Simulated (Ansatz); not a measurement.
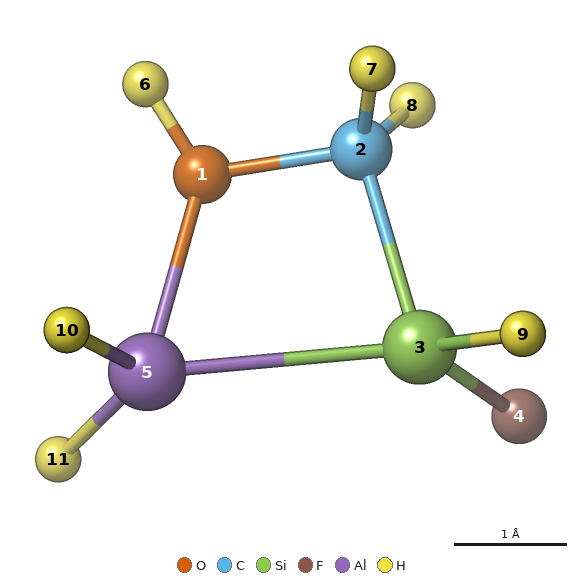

Orthographic view. Depth is shown by fading: the farther an atom, the more it takes the colour of the background. The computed structure is the end point of a PBE0-D4/def2-TZVP optimisation. No frequency run is at hand to confirm it as a minimum.

Write the connection table.

O1: C2, Al5, H6
C2: O1, Si3, H7, H8
Si3: C2, F4, Al5, H9
F4: Si3
Al5: O1, Si3, H10, H11
H6: O1
H7: C2
H8: C2
H9: Si3
H10: Al5
H11: Al5
